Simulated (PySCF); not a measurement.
**C₄H₁₀AsB: electronic excitations**

Wanted: the electronic excitations of C₄H₁₀AsB (`[AsH2]BC1CCC1`), by calculation.

The runs use PySCF 2.14.0, with density-fitted response routines of our own; the level of theory stands in each step. All values are computed, except where a source is named. Atoms are numbered from 0 throughout.

## (1) Starting geometry

16 atoms, charge 0, multiplicity 1; geometry from: GFN2-xTB.

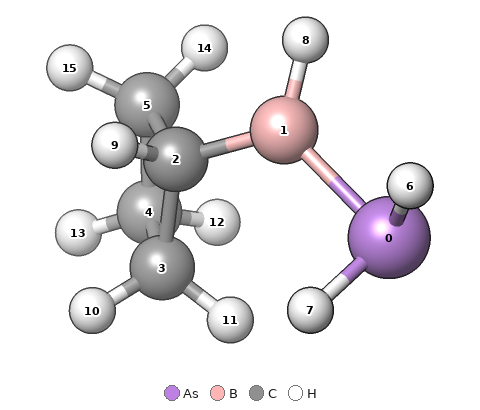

The starting geometry (arsenic purple, boron pink, carbon grey, hydrogen white), atoms numbered; sticks join atoms by distance.

## (2) Excited states and response: CAM-B3LYP/def2-SVPD

Job settings and geometry (Å):

```
{"job": {"kind": "uv", "xc": "CAM-B3LYP", "basis": "def2-SVPD", "nstates": 8, "ntriplets": 3}, "charge": 0, "multiplicity": 1}
As     2.546687    -1.267425    -0.073279
B      1.492121     0.426265     0.006337
C      0.042878     0.505231     0.601794
C     -0.820752    -0.774866     0.672530
C     -1.791425    -0.171425    -0.351318
C     -1.051062     1.170450    -0.275996
H      3.807682    -0.639859     0.440431
H      2.184352    -1.732144     1.307349
H      1.932135     1.405350    -0.476606
H      0.121775     1.001446     1.576813
H     -1.274008    -0.951579     1.646902
H     -0.318779    -1.691214     0.349593
H     -1.730395    -0.641201    -1.331580
H     -2.834385    -0.144246    -0.040213
H     -0.702928     1.563244    -1.230177
H     -1.611494     1.950915     0.235943
```

Method: TDDFT CAM-B3LYP/def2-SVPD, vertical, gas phase, core orbitals frozen in the response.

Started as:

```bash
> OMP_NUM_THREADS=1 python probes_run.py task.json out
```

This one command runs all jobs of the session in turn.

Predict these results of the whole session: lowest singlet (CAM-B3LYP/def2-SVPD); brightest single state of those computed; lowest triplet.

The runs gave:

| quantity | value |
| --- | --- |
| lowest singlet (CAM-B3LYP/def2-SVPD) | 4.60 eV (270 nm), f = 0.038 |
| brightest single state of those computed | state 5, 6.65 eV, f = 0.098 |
| lowest triplet | 3.89 eV |

What this shows: The lowest singlet, at 4.60 eV, is HOMO→LUMO 0.89 and is weak; of the 8 states computed, the strongest absorption comes from state 5 at 6.65 eV. The lowest triplet lies 0.71 eV below the lowest singlet (triplets in Tamm-Dancoff, singlets in full TDDFT).
